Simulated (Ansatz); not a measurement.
A series of calculations on BN$_{2}$H$_{7}$O

**1. Relaxation**

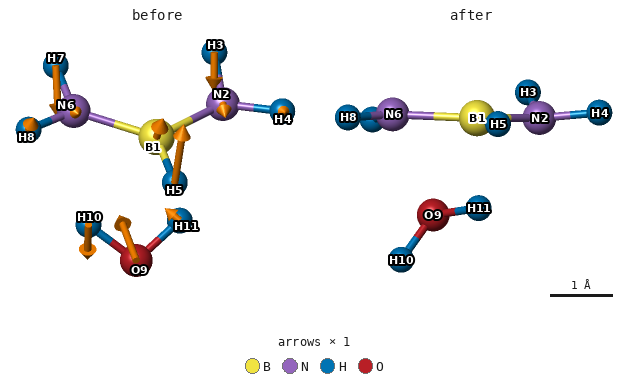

The structure of BN$_{2}$H$_{7}$O before (left) and after (right) a relaxation, at one scale. The orange arrows give the displacements, at their true length.

A ball-and-stick model, seen at a tilt.

The run prepares an end point of a later path (reaction) calculation, from a guessed geometry.

All numbers below come from RKS B3LYP/6-31G* (Ansatz 0.2.0).

Input
```yaml
crystal:
  periodic: [false, false, false]
  atoms:
    - { symbol: B, position_ang: [-0.055339, -0.014383, 0.176474] }
    - { symbol: "N", position_ang: [-0.049035, -0.29141, 1.642134] }
    - { symbol: H, position_ang: [-0.780205, -0.837958, 2.078991] }
    - { symbol: H, position_ang: [0.840288, -0.400039, 2.108842] }
    - { symbol: H, position_ang: [0.962193, 0.295863, -0.358567] }
    - { symbol: "N", position_ang: [-1.241018, -0.188209, -0.581158] }
    - { symbol: H, position_ang: [-2.093203, -0.593846, -0.219193] }
    - { symbol: H, position_ang: [-1.251383, -0.064538, -1.582302] }
    - { symbol: O, position_ang: [-0.647064, 2.490318, 0.688379] }
    - { symbol: H, position_ang: [-1.326489, 2.012241, 0.187999] }
    - { symbol: H, position_ang: [-0.531446, 1.908962, 1.477203] }
basis:
  gaussian: { orbitals: "6-31G*" }
hamiltonian:
  xc: b3lyp
relax:
  f_tol: 0.03
  max_steps: 50
```

Launched with:
```bash
ansatz run input.yaml --threads 1 --pin off --max-ram 2048MiB --backend cpu --events-out ev --progress --plain --runs-dir out
```

Question: What changed between the two?

Answer: After 29 accepted moves (37 points after the start) the energy has fallen by 22.2 kJ/mol. Largest force component: 1.7 eV/Å at the start, 0.024 eV/Å at the end. The line search rejected the trial steps at points 8, 11, 15, 22, 28, 30, 33, 34 of the run. The forces were under the threshold at step 35, but the run went on from there. O9 moves most after the best rigid fit: 1.18 Å. By element the largest moves are O 1.18 Å, H 1.13 Å, B 0.47 Å, N 0.31 Å. Near-neighbour distances that change, for instance: B1–N2 1.492 → 1.435 Å, O9–H11 0.987 → 0.977 Å, B1–N6 1.418 → 1.409 Å, B1–H5 1.191 → 1.199 Å. Bond angles that change, for instance: B1–N6–H7 124.3° → 121.9°.

Limits of the set-up: the start holds two separate molecules, 2.3 Å apart at their closest, whose relative position is a soft coordinate and is computed without a dispersion correction.

**2. Relaxation**

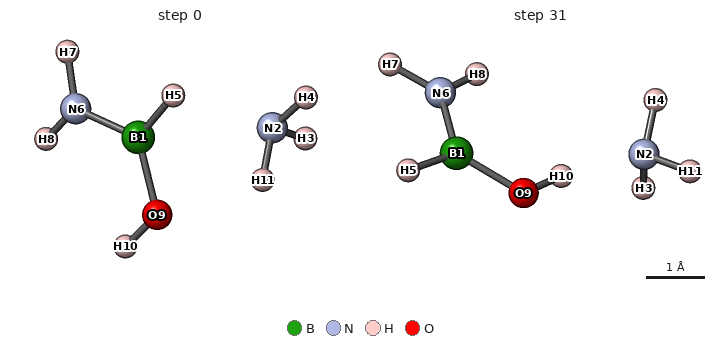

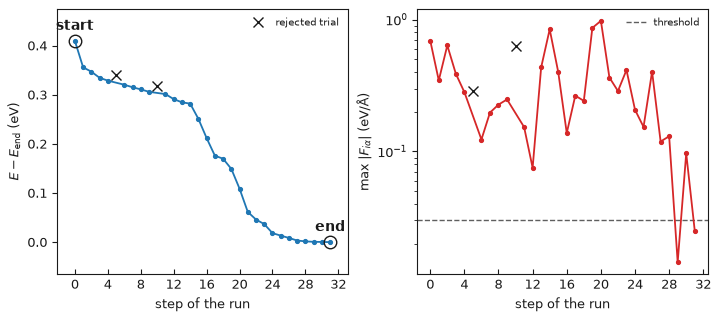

First and last geometry of a relaxation of BN2H7O, with the history of the run. The picture is a ball-and-stick view, seen at a tilt.

The run prepares an end point of a later path (reaction) calculation, from a guessed geometry.

All numbers below come from RKS B3LYP/6-31G* (Ansatz 0.2.0). Settings: no spin polarisation; force threshold 0.03 eV/Å; at most 50 steps.

What do the curves and the structures tell?

Answer. It converged. The atom that moves furthest after the best rigid fit is H5 (2.57 Å). Largest moves by element: H 2.57 Å, B 0.82 Å, N 0.52 Å, O 0.45 Å. Among the contacts that change: B1–O9 1.395 → 1.363 Å, N2–H11 1.037 → 1.019 Å, O9–H10 0.970 → 0.986 Å, B1–N6 1.409 → 1.419 Å. Over 29 accepted moves (31 points after the start) the energy falls by 0.410 eV. The largest force component goes from 0.69 to 0.025 eV/Å. The line search rejected the trial steps at points 5, 10 of the run. The forces were under the threshold at step 29, but the run went on from there.

Limits of the set-up: the start holds two separate molecules, 2.2 Å apart at their closest, whose relative position is a soft coordinate and is computed without a dispersion correction.

**3. Path**

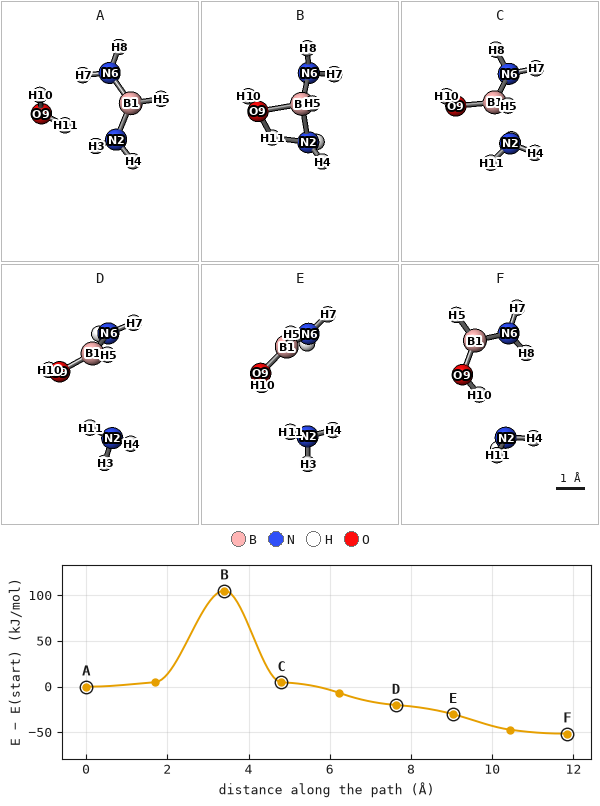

A search for the minimum-energy path of BN2H7O by the nudged elastic band. Images are numbered from 0 (start) to 8 (end). Frames A to F are images 0, 2, 3, 5, 6, 8. Style: ball-and-stick. Shown at a tilt.

Level of theory: RKS B3LYP/6-31G* (Ansatz). Settings: 7 movable images; climbing image; force threshold 0.05 eV/Å; iteration limit 60; starting path through a guess of the saddle point.

Question: Describe the mechanism and the energy profile.

Answer: The highest point, image 2, lies 105.2 kJ/mol above the start and 156.7 kJ/mol above the end; the end is at −51.5 kJ/mol relative to the start. Breaking: B1–N2 (1.44 → 1.58 at the top → 3.75 Å), O9–H11 (0.98 → 1.20 at the top → 3.20 Å). Forming: B1–O9 (3.36 → 1.64 at the top → 1.36 Å), N2–H11 (2.15 → 1.35 at the top → 1.02 Å). The band converged in 30 iterations, with a climbing image at the top.

The run took 5.2 min on 1 thread of AMD EPYC 9R45 96-Core Processor (Zen 5) (shared host), peak memory 0.19 GiB.
